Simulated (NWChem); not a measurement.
# One shape, several levels: CH3BFO (SMILES CB([O])F)

Aim: a comparison of 5 runs (UHF/STO-3G, UHF/3-21G, UB3LYP/6-31G*, UPBE/def2-SVPD) of CH3BFO. 

Program for the calculation: NWChem 7.3.0.

## (1) The structure to begin with

CH3BFO: 7 atoms, total charge 0, spin state doublet. SMILES: `CB([O])F`. The shape is that of a PBE0-D4/def2-TZVP optimisation.

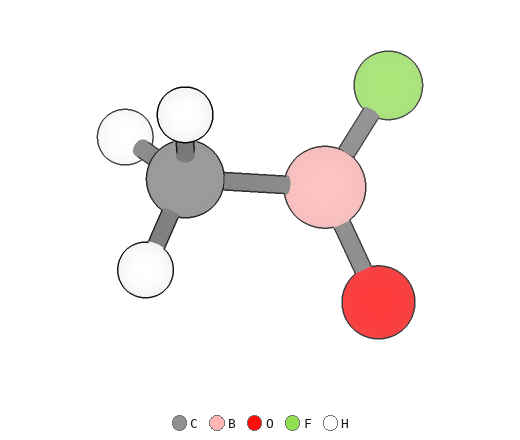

Viewed from a chosen angle; carbon grey, boron pink, oxygen red, fluorine green, hydrogen white.

## (2) Energy and forces at UHF/STO-3G (run 1)

test.xyz

```xyz
7

C     -0.130900     0.669700    -0.104700
B      0.184800    -0.852800     0.123000
O      0.717500    -1.194100     1.301000
F     -0.059900    -1.775200    -0.803000
H      0.119000     1.305500     0.742900
H      0.428900     1.008800    -0.981400
H     -1.198100     0.770100    -0.323300
```

run.py

```python
from ase.io import read
from ase.calculators.nwchem import NWChem

molecule = read('test.xyz')

calc = NWChem(
    label='test',
    theory='scf',
    memory='2200 mb',
    basis='STO-3G',
    basispar='spherical bse',
    scf={'nopen': '1', 'uhf': None, 'thresh': '1e-08', 'maxiter': '80'},
)
molecule.calc = calc

forces = molecule.get_forces()
print(f"energy = {molecule.get_potential_energy():.6f} eV")
print("forces (eV/A):")
for s, f in zip(molecule.symbols, forces):
    print(f"{s:2s} {f[0]:10.5f} {f[1]:10.5f} {f[2]:10.5f}")
```

The run is started by

```bash
$ export ASE_NWCHEM_COMMAND="nwchem PREFIX.nwi > PREFIX.nwo"
$ python run.py
```

The log of the run:

```text
energy = -6408.368145 eV
forces (eV/A):
C    -0.29336    0.36664   -0.59989
B    -0.73621   -0.21587   -1.86940
O     0.75498   -0.79900    1.55685
F     0.22569    0.54446    0.74403
H    -0.05116   -0.22497   -0.20461
H    -0.32134    0.10891    0.33681
H     0.42146    0.21983    0.03620
```

The calculator wrote test.nwi:

```
title "test"

permanent_dir test

scratch_dir test

start test

geometry units angstrom nocenter noautosym noautoz
  C  -1.3089999999999999e-01 6.6969999999999996e-01 -1.0470000000000000e-01
  B  1.8479999999999999e-01 -8.5280000000000000e-01 1.2300000000000000e-01
  O  7.1750000000000003e-01 -1.1940999999999999e+00 1.3009999999999999e+00
  F  -5.9900000000000002e-02 -1.7751999999999999e+00 -8.0300000000000005e-01
  H  1.1899999999999999e-01 1.3055000000000001e+00 7.4290000000000000e-01
  H  4.2890000000000000e-01 1.0087999999999999e+00 -9.8140000000000005e-01
  H  -1.1980999999999999e+00 7.7010000000000001e-01 -3.2329999999999998e-01
end

memory 2200 mb

basis spherical bse noprint
   * library STO-3G
end

scf
  nopen 1
  uhf
  thresh 1e-08
  maxiter 80
end

task scf gradient
```

test.nwo:

```text
Northwest Computational Chemistry Package (NWChem) 7.3.0
             --------------------------------------------------------

           Job information
           ---------------

    nwchem branch   = 7.3.0
    use scalapack   = T
    input           = test.nwi
    prefix          = test.
    data base       = test/test.db
    status          = startup
    nproc           =        1

           Memory information
           ------------------

[... 5 lines left out ...]
    hardfail = no
[... 131 lines left out ...]
 1-e energy   =    -533.578094
[... 9 lines left out ...]
 Convergence threshold     :          1.000E-08
[... 18 lines left out ...]
      One electron energy =   -533.310100997468
[... 9 lines left out ...]
          Final alpha eigenvalues
[... 208 lines left out ...]
                     UHF Final Beta Molecular Orbital Analysis
[... 240 lines left out ...]
                 ----------------------------------------
                 |  Time  |  1-e(secs)   |  2-e(secs)   |
                 ----------------------------------------
                 |  CPU   |       0.00   |       0.22   |
                 ----------------------------------------
                 |  WALL  |       0.00   |       0.22   |
                 ----------------------------------------

 Task  times  cpu:        1.2s     wall:        1.2s
 Total times  cpu:        1.2s     wall:        1.2s
```

It took 2.2 s on 1 thread of Intel Xeon 6975P-C (Granite Rapids), shared host; peak memory 0.094 GiB.

## (3) Energy and forces at UHF/3-21G (run 2)

ch3bfo.nw

```
start ch3bfo
title "CH3BFO gradient"
memory 2200 mb

geometry units angstrom noautosym nocenter noautoz
  C       -0.130900       0.669700      -0.104700
  B        0.184800      -0.852800       0.123000
  O        0.717500      -1.194100       1.301000
  F       -0.059900      -1.775200      -0.803000
  H        0.119000       1.305500       0.742900
  H        0.428900       1.008800      -0.981400
  H       -1.198100       0.770100      -0.323300
end

basis spherical bse
  * library 3-21G
end

scf
  nopen 1
  uhf
  thresh 1e-08
  maxiter 80
  print low
end

task scf gradient
```

The run is started by

```bash
$ nwchem ch3bfo.nw > ch3bfo.out
```

The log of the run:

```text
[...]
  functions       =    42
[...]
  wavefunction    = UHF
[...]
         Total SCF energy =   -237.395246706551
      One electron energy =   -533.190407104101
      Two electron energy =    191.817241903358
 Nuclear repulsion energy =    103.977918494192
                       Sz =      0.5000
                 Sz(Sz+1) =      0.7500
                      S^2 =      0.7557
[...]
                         UHF ENERGY GRADIENTS
    atom               coordinates                        gradient
                 x          y          z           x          y          z
   1 C      -0.247365   1.265549  -0.197854    0.001356   0.002998   0.004524
   2 B       0.349221  -1.611558   0.232436    0.015945  -0.038897   0.024932
   3 O       1.355878  -2.256522   2.458534   -0.019722   0.021028  -0.040609
   4 F      -0.113195  -3.354642  -1.517450    0.001676   0.017429   0.010338
   5 H       0.224877   2.467037   1.403877    0.001023   0.003007   0.003582
   6 H       0.810503   1.906356  -1.854577    0.004381  -0.002112  -0.003207
   7 H      -2.264081   1.455278  -0.610948   -0.004659  -0.003454   0.000441
 Task  times  cpu:        1.7s     wall:        1.7s
 Total times  cpu:        1.7s     wall:        1.7s
```

It took 2.2 s on 1 thread of Intel Xeon 6975P-C (Granite Rapids), shared host; peak memory 0.099 GiB.

Runs 3 to 4 aren't shown in full; the table further down has their settings and results.

## (4) Energy and forces at UPBE/def2-SVPD (run 5)

ch3bfo.nw

```
start ch3bfo
title "CH3BFO PBE"
memory 2200 mb
charge 0
geometry noautosym nocenter noautoz
  C       -0.130900       0.669700      -0.104700
  B        0.184800      -0.852800       0.123000
  O        0.717500      -1.194100       1.301000
  F       -0.059900      -1.775200      -0.803000
  H        0.119000       1.305500       0.742900
  H        0.428900       1.008800      -0.981400
  H       -1.198100       0.770100      -0.323300
end
basis spherical bse
  * library def2-SVPD
end
dft
  xc xpbe96 cpbe96
  mult 2
  grid fine
  convergence energy 1e-08
  maxiter 100
  mulliken
end
task dft gradient
```

The run is started by

```bash
$ nwchem ch3bfo.nw > ch3bfo.out
```

The log of the run:

```text
[...]
          Wavefunction type:  spin polarized.
          No. of atoms     :     7
          No. of electrons :    31
[...]
          Charge           :     0
          Spin multiplicity:     2
[...]
          AO basis - number of functions:   110
[...]
              XC Information
              --------------
          PerdewBurkeErnzerhof Exchange Functional  1.000
            Perdew 1991 LDA Correlation Functional  1.000 local
           PerdewBurkeErnz. Correlation Functional  1.000 non-local
[...]
 d= 0,ls=0.0,diis     1   -239.2728978463 -3.43D+02  1.04D-02  2.40D-01     2.2
[...]
 d= 0,ls=0.0,diis    12   -239.4366995072 -9.51D-09  4.39D-07  5.10D-09    23.5
[...]
         Total DFT energy =     -239.436699507158
      One electron energy =     -534.697583473579
           Coulomb energy =      220.601792533643
    Exchange-Corr. energy =      -29.318827061413
 Nuclear repulsion energy =      103.977918494192
[...]
      <S2> =      0.7528 (Exact =     0.7500)
[...]
  wavefunction    = open shell
                         DFT ENERGY GRADIENTS
    atom               coordinates                        gradient
                 x          y          z           x          y          z
   1 C      -0.247365   1.265549  -0.197854   -0.000513  -0.002483  -0.001984
   2 B       0.349221  -1.611558   0.232436   -0.006594   0.003218  -0.014963
   3 O       1.355878  -2.256522   2.458534    0.001005  -0.004810   0.000724
   4 F      -0.113195  -3.354642  -1.517450    0.004653   0.010691   0.015188
   5 H       0.224877   2.467037   1.403877   -0.002093  -0.006233  -0.007439
   6 H       0.810503   1.906356  -1.854577   -0.006573  -0.001412   0.007606
   7 H      -2.264081   1.455278  -0.610948    0.010115   0.001030   0.000869
[...]
```

It took 32 s on 1 thread of Intel Xeon 6975P-C (Granite Rapids), shared host; peak memory 0.12 GiB.

## (5) All runs side by side

```tsv
run	level	iteration cap	module	energy (Eh)	dipole moment (D)	HOMO energy (eV)	LUMO energy (eV)	wall time
1	UHF/STO-3G	80	scf	-235.503187	0.65	-10.68	7.66	2.2 s
2	UHF/3-21G	80	scf	-237.395247	–	–	–	2.2 s
3	UB3LYP/6-31G* (spherical functions)	100	dft	-239.870918	1.69	-9.36	-4.87	31 s
4	UB3LYP/6-31G* (Cartesian functions)	100	dft	-239.874298	1.70	-9.37	-4.89	33 s
5	UPBE/def2-SVPD	100	dft	-239.436700	2.18	-8.33	-6.55	32 s
```

## (6) Results

| quantity | value |
| --- | --- |
| run 5: total energy | -239.43670 Eh |
| run 5: dipole moment | 2.18 D |
| run 5: HOMO energy (highest over α and β) | -8.33 eV |
| run 5: LUMO energy (lowest over α and β) | -6.55 eV |
| run 5: ⟨S²⟩ | 0.753 |
| run 5: largest force on an atom | 0.985 eV/Å |

In words: Over runs 1, 3, 4, 5 the dipole moment (its size) runs from 0.65 D (UHF/STO-3G) to 2.18 D (UPBE/def2-SVPD). The two ends differ in method and basis. Totals of different functionals can't be ranked against each other. In run 1 the basis is minimal, so the values are rough. All runs together took 1.7 min, the longest 33 s.
